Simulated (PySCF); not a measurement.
# C4H10NSSi (doublet): what the fields show

```yaml
atoms:
  - { symbol: C, position_ang: [2.9945, 0.5018, 0.6327] }
  - { symbol: S, position_ang: [1.3662, 0.5986, 1.4352] }
  - { symbol: Si, position_ang: [0.1416, -0.0602, -0.2055] }
  - { symbol: N, position_ang: [0.6017, -1.6712, -0.5835] }
  - { symbol: C, position_ang: [-1.6574, -0.1044, 0.3372] }
  - { symbol: C, position_ang: [-2.6771, -0.3586, -0.6663] }
  - { symbol: C, position_ang: [-2.6168, 0.9909, -0.1179] }
  - { symbol: H, position_ang: [3.2718, -0.5389, 0.4970] }
  - { symbol: H, position_ang: [2.9674, 1.0169, -0.3223] }
  - { symbol: H, position_ang: [3.7035, 0.9865, 1.2952] }
  - { symbol: H, position_ang: [0.3471, 0.9173, -1.2849] }
  - { symbol: H, position_ang: [1.5664, -1.9535, -0.6284] }
  - { symbol: H, position_ang: [0.0288, -2.2413, -1.1825] }
  - { symbol: H, position_ang: [-1.8251, -0.4810, 1.3392] }
  - { symbol: H, position_ang: [-2.6001, -0.7053, -1.6752] }
  - { symbol: H, position_ang: [-3.3764, 1.3063, 0.5850] }
  - { symbol: H, position_ang: [-2.2430, 1.8081, -0.7276] }
```

Geometry: GFN2-xTB.

All numbers below come from UKS B3LYP, pcH-1 on C H N S Si, non-relativistic, mean-field spin-orbit, GIAO in PySCF 2.14.0, density-fitted response routines.

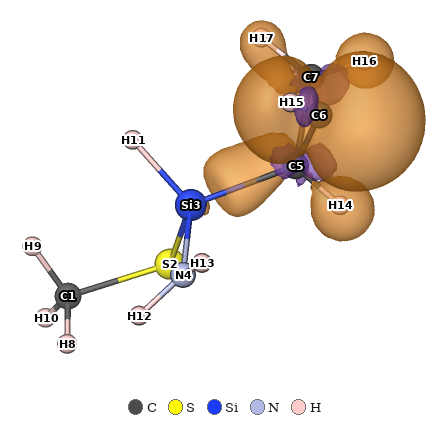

Figure 1. Isosurfaces of the spin density (α minus β) at +0.015 (orange) and −0.015 e/Å³ (purple), seen at an oblique angle.

Q: Where is the unpaired spin?

A: The unpaired spin (1 electron) lies mostly on C6 (about 0.7) and C5 (about 0.1), in electrons by Hirshfeld's partition.

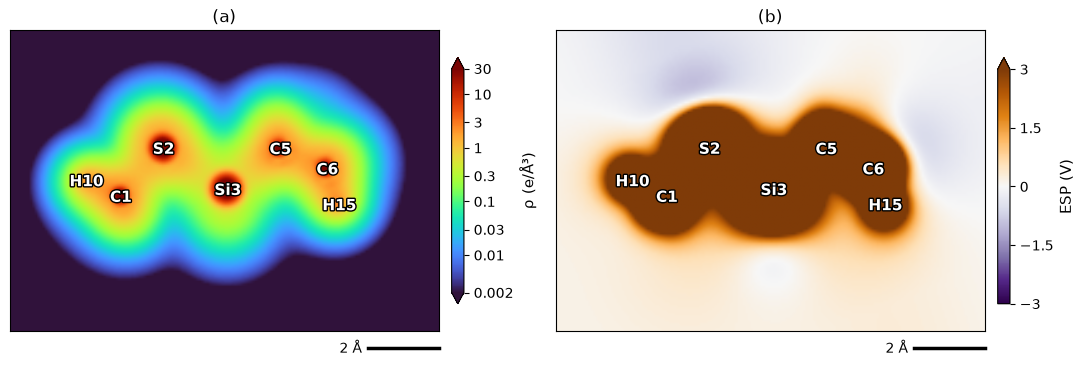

Figure 2. (a) electron density; (b) molecular electrostatic potential on the plane of atoms C1, S2 and Si3.

Q: Describe what can be read from this map.

A: The section cuts through C, S, Si and H sites. C–C (1.45 Å): ρ at the midpoint is about 1.7 e/Å³. C–S (1.82 Å): ρ at the midpoint is about 1.2 e/Å³. C–Si (1.88 Å): ρ is about 0.92 e/Å³ halfway. Si–S (2.15 Å): ρ at the midpoint is about 0.79 e/Å³, with its minimum of 0.67 e/Å³ about 0.8 Å from Si. Outside the dense part of the molecule the potential is most negative (−0.9 V) near S2.

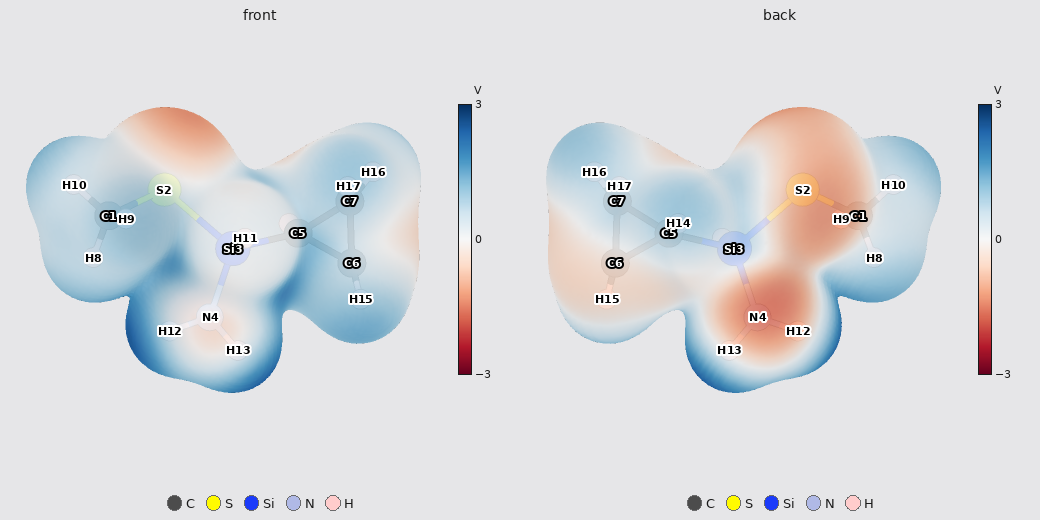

Figure 3. The electrostatic potential painted on the density surface at 0.004 e/bohr³, seen from the front and from behind; the colour scale runs from red (negative) to blue (positive).

Q: Which sites attract a positive test charge, and which a negative one?

A: A positive charge is drawn to the negative regions and a negative charge to the positive ones. The most negative region (about −1.6 V, or −37 kcal/mol for a unit charge) lies over N4, the most positive (about +2.4 V, or +55 kcal/mol for a unit charge) over H12 and H13. N4 is the likeliest acceptor of a hydrogen bond.
